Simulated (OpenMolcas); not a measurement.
**GaHClOF (SMILES [OH][Ga]([F])[Cl]): levels of theory compared**

Aim: a comparison of 6 runs (HF/3-21G, B2PLYP/def2-SVPD, B3LYP/def2-SVPD, PBE0/def2-SVPD, SVWN5/def2-SVPD, CCSD(T)/def2-SVPD) of GaHClOF. 

The results are computed with OpenMolcas 26.06.

1 further run of the same task is left out (set aside as unsound or not needed).

### 1 The molecule

GaHClOF: 5 atoms, total charge 0, spin state singlet. SMILES: `[OH][Ga]([F])[Cl]`. One bond was lengthened or shortened from a relaxed shape.

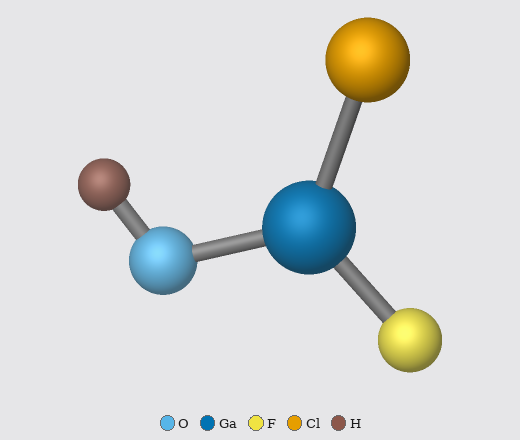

Viewed from a chosen angle; oxygen blue, gallium blue, fluorine yellow, chlorine amber, hydrogen brown.

### 2 The energy at HF/3-21G (run 1)

Input file geom.xyz:

```xyz
5

O     -0.445812    -1.226626     0.428133
Ga    -0.009712     0.180274    -0.536467
F     -0.376212     0.129974    -2.229067
Cl     0.925888     1.909374     0.243033
H     -0.182000    -1.121400     1.495800
```

Input file test.inp:

```
&GATEWAY
BasLib=$CurrDir
Coord=geom.xyz
Basis=3-21G
Group=NoSym
&SEWARD
&SCF
Thresholds=1e-10 1e-07 1e-07 1e-05
PrOrbitals=1
```

The basis set 3-21G is read from a file made from the Basis Set Exchange's data (not shown).

Command:

```sh
$ export MOLCAS_MEM=1860
$ pymolcas test.inp > test.log
```

Output:

```text
--- Start Module: gateway ---
[...]
--- Stop Module: gateway /rc=_RC_ALL_IS_WELL_ ---
--- Start Module: seward ---
[...]
      Basis functions           55
--- Stop Module: seward /rc=_RC_ALL_IS_WELL_ ---
--- Start Module: scf ---
[...]
       Convergence after  13 Iterations
[...]
::    Total SCF energy                              -2545.2225748684
[...]
      Total spin, S                                     0.0000000000
[...]
      Total electronic charge=   66.000000
      Total            charge=   -0.000000
[...]
      Dipole Moment (debye):
      Origin of the operator (angstrom)=    0.1233    0.4354   -0.4466
                   X=  1.8828E-01               Y= -6.5033E-01               Z=  2.3728E+00           Total=  2.4675E+00
      Quadrupole Moment (debye*angstrom):
[...]
--- Stop Module: scf /rc=_RC_ALL_IS_WELL_ ---
[...]
```

Run time: 2.3 s. Hardware: 1 thread of Intel Xeon Platinum 8375C at 2.90GHz (Ice Lake), shared host; peak memory 0.39 GiB.

### 3 A single-point energy at B2PLYP/def2-SVPD (run 2)

Input file struct.xyz:

```xyz
5

O     -0.445812    -1.226626     0.428133
Ga    -0.009712     0.180274    -0.536467
F     -0.376212     0.129974    -2.229067
Cl     0.925888     1.909374     0.243033
H     -0.182000    -1.121400     1.495800
```

Input file run.input:

```
* ClFGaHO Kohn-Sham DFT

&GATEWAY
 BasLib=$CurrDir
 Coord=struct.xyz
 Basis=def2-SVPD
 Group=NoSym

&SEWARD
 GridInput
 Grid=UltraFine
 End of Grid

&SCF
 KSDFT=B2PLYP_SCF
 Thresholds=1e-10 1e-07 1e-07 1e-05
 PrOrbitals=1 1

&MBPT2
 Frozen=16
```

The basis set def2-SVPD is read from a file made from the Basis Set Exchange's data (not shown).

Command:

```sh
$ export MOLCAS_MEM=1860
$ pymolcas run.input > run.log
```

Output:

```text
--- Start Module: gateway ---
[...]
--- Stop Module: gateway /rc=_RC_ALL_IS_WELL_ ---
[...]
      Basis functions          119
[...]
--- Start Module: scf ---
[...]
       Convergence after  15 Iterations
[...]
::    Total KS-DFT energy                           -2559.4444924117
[...]
      Total spin, S                                     0.0000000000
[...]
      Total electronic charge=   66.000000
      Total            charge=   -0.000000
[...]
      Dipole Moment (debye):
      Origin of the operator (angstrom)=    0.1233    0.4354   -0.4466
                   X=  5.1491E-01               Y=  3.0997E-02               Z=  2.4712E+00           Total=  2.5245E+00
      Quadrupole Moment (debye*angstrom):
[...]
--- Stop Module: scf /rc=_RC_ALL_IS_WELL_ ---
[...]
--- Start Module: mbpt2 ---
[...]
 ###    WARNING: MP2 implementation intended for RHF references only         ###
 ###############################################################################
MBPT2 WARNING: Reference function according to RunFile:KS-DFT
I'll assume you know what you're doing and continue
WARNING!
Default frozen orbitals as non valence orbitals is overwritten by user input.
Default values:  21
[...]
       Reference weight ( Cref**2 )         =        0.74531
::    Total MBPT2 energy                            -2560.3776413362
[...]
      Total MBPT2 calculations                           0.86      0.94
--- Stop Module: mbpt2 /rc=_RC_ALL_IS_WELL_ ---
[...]
```

Wall time 34 s (1 thread of Intel Xeon Platinum 8375C at 2.90GHz (Ice Lake), shared host); peak memory 0.75 GiB.

Runs 3 to 4 aren't shown in full; the table further down has their settings and results.

### 4 The energy at SVWN5/def2-SVPD (run 5)

geom.xyz is that of step 2.

Input file mol.input:

```
>>> EXPORT MOLCAS_PRINT=2
&GATEWAY
BasLib=$CurrDir
Coord=geom.xyz
Basis=def2-SVPD
Group=NoSym
&SEWARD
GridInput
Grid=UltraFine
End of Grid
&SCF
KSDFT=SVWN5
Thresholds=1e-10 1e-07 1e-07 1e-05
PrOrbitals=1
```

The basis set def2-SVPD is read from a file made from the Basis Set Exchange's data (not shown).

Command:

```sh
$ export MOLCAS_MEM=1860
$ pymolcas mol.input > mol.log
```

Output:

```text
--- Start Module: gateway ---
[...]
--- Stop Module: gateway /rc=_RC_ALL_IS_WELL_ ---
--- Start Module: seward ---
[...]
      Basis functions          119
--- Stop Module: seward /rc=_RC_ALL_IS_WELL_ ---
[...]
--- Start Module: scf ---
[...]
       Convergence after  18 Iterations
[...]
::    Total KS-DFT energy                           -2554.6717254360
[...]
      Total spin, S                                     0.0000000000
[...]
      Total electronic charge=   66.000000
      Total            charge=   -0.000000
[...]
      Dipole Moment (debye):
      Origin of the operator (angstrom)=    0.1233    0.4354   -0.4466
                   X=  4.5063E-01               Y= -9.5659E-02               Z=  2.4341E+00           Total=  2.4773E+00
      Quadrupole Moment (debye*angstrom):
[...]
--- Stop Module: scf /rc=_RC_ALL_IS_WELL_ ---
[...]
```

Wall time 31 s (1 thread of Intel Xeon Platinum 8375C at 2.90GHz (Ice Lake), shared host); peak memory 0.75 GiB.

### 5 A single-point energy at CCSD(T)/def2-SVPD (Cholesky decomposition) (run 6)

Input file coord.xyz:

```xyz
5

O     -0.445812    -1.226626     0.428133
Ga    -0.009712     0.180274    -0.536467
F     -0.376212     0.129974    -2.229067
Cl     0.925888     1.909374     0.243033
H     -0.182000    -1.121400     1.495800
```

Input file run.input:

```
>>> EXPORT MOLCAS_PRINT=2

&gateway
 baslib=$CurrDir
 coord=coord.xyz
 basis=def2-SVPD
 group=NoSym

&seward
 high

&scf
 thresholds=1e-10 1e-07 1e-07 1e-05
 prorbitals=1 1

&chcc
 frozen=16
 threshold=1e-08
 maxiterations=80

&cht3
 frozen=16
```

The basis set def2-SVPD is read from a file made from the Basis Set Exchange's data (not shown).

Command:

```sh
$ export MOLCAS_MEM=1860
$ pymolcas run.input > run.log
```

Output:

```text
--- Start Module: gateway ---
[...]
--- Stop Module: gateway /rc=_RC_ALL_IS_WELL_ ---
[...]
      Basis functions          119
[...]
       Convergence after  16 Iterations
[...]
::    Total SCF energy                              -2557.2350686575
[...]
      Total spin, S                                     0.0000000000
[...]
      Total electronic charge=   66.000000
      Total            charge=   -0.000000
[...]
      Dipole Moment (debye):
      Origin of the operator (angstrom)=    0.1233    0.4354   -0.4466
                   X=  5.5109E-01               Y=  8.8463E-02               Z=  2.5227E+00           Total=  2.5837E+00
      Quadrupole Moment (debye*angstrom):
[...]
--- Start Module: chcc ---
[...]
--- Stop Module: chcc /rc=_RC_ALL_IS_WELL_ ---
[...]
--- Start Module: cht3 ---
[...]
--- Stop Module: cht3 /rc=_RC_ALL_IS_WELL_ ---
[...]
```

Run time: 11 min. Hardware: 1 thread of Intel Xeon Platinum 8375C at 2.90GHz (Ice Lake), shared host; peak memory 0.29 GiB.

### 6 The series

```tsv
run	level	frozen core orbitals	integration grid	energy (Eh)	dipole moment (D) of the reference	HOMO energy (eV)	LUMO energy (eV)	wall time
1	HF/3-21G	–	–	-2545.222575	2.47	-13.10	1.54	2.3 s
2	B2PLYP/def2-SVPD	16	UltraFine	-2559.696443	2.52	-11.05	-0.92	34 s
3	B3LYP/def2-SVPD	–	UltraFine	-2560.392074	2.45	-9.47	-2.34	35 s
4	PBE0/def2-SVPD	–	UltraFine	-2559.751705	2.44	-9.76	-1.98	36 s
5	SVWN5/def2-SVPD	–	UltraFine	-2554.671725	2.48	-8.32	-3.17	31 s
6	CCSD(T)/def2-SVPD (Cholesky decomposition)	16	–	-2558.017973	2.58	-13.26	0.70	11 min
```

### 7 What came out

| quantity | value |
| --- | --- |
| run 6: total energy | -2558.01797 Eh |
| run 6: dipole moment (mean-field density) | 2.58 D |
| run 6: HOMO energy (Hartree–Fock orbitals) | -13.26 eV |
| run 6: LUMO energy (Hartree–Fock orbitals) | 0.70 eV |
| run 6: HOMO–LUMO gap (Hartree–Fock orbitals) | 13.96 eV |
| run 6: correlation energy (16 core orbitals frozen) | -782.9 mEh |
| run 6: (T) correction | -22.22 mEh |

In words: Over runs 1, 2, 3, 4, 5 the dipole moment (its size) runs from 2.44 D (PBE0/def2-SVPD) to 2.52 D (B2PLYP/def2-SVPD). A double hybrid's value is that of its SCF part. Over runs 1, 2, 3, 4, 5 the HOMO–LUMO gap runs from 5.14 eV (SVWN5/def2-SVPD) to 14.63 eV (HF/3-21G). The two ends differ in method and basis. For B2PLYP the log adds the whole second-order term; the table takes 0.27 of it, as the functional is defined. Totals of different functionals can't be ranked against each other. All runs together took 14 min, the longest 11 min.
